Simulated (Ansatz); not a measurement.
**Pressure series in SiS2**

The reference is SiS$_{2}$ (space group Ibam, No. 72; made of chains).

```yaml
crystal:
  lattice:
    - [-2.90154, 4.94591, 2.77276]
    - [2.90154, -4.94591, 2.77276]
    - [2.90154, 4.94591, -2.77276]
  atoms:
    - { symbol: S, position: [0.88521, 0.80033, 0.68554] }
    - { symbol: S, position: [0.38521, 0.69967, 0.08488] }
    - { symbol: S, position: [0.61479, 0.30033, 0.91512] }
    - { symbol: S, position: [0.11479, 0.19967, 0.31446] }
    - { symbol: Si, position: [0.75000, 0.75000, 0.00000] }
    - { symbol: Si, position: [0.25000, 0.25000, 0.00000] }
```

Cell and atoms are relaxed at each pressure.

All numbers come from r2SCAN (Ansatz, a quantum-chemistry and plane-wave program), scalar-relativistic without spin-orbit coupling.

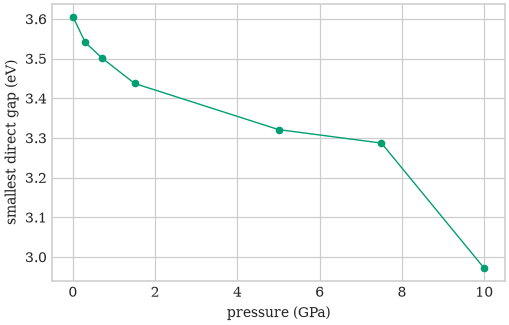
*Smallest direct gap against pressure*

Q: From the plot, what is the smallest direct gap for pressure 0.7 GPa?

A: About 3.50 eV.

Q: Is the trend monotonic over the range shown?

A: Yes, it falls throughout, spanning 2.97 eV to 3.61 eV.

Load acts through the strain it causes; cell and atoms are relaxed under it. No phonon test of stability was made. Competing high-pressure phases were not computed. No dispersion term is included, though the crystal is made of layers, chains or molecules, so its spacings can come out too wide.
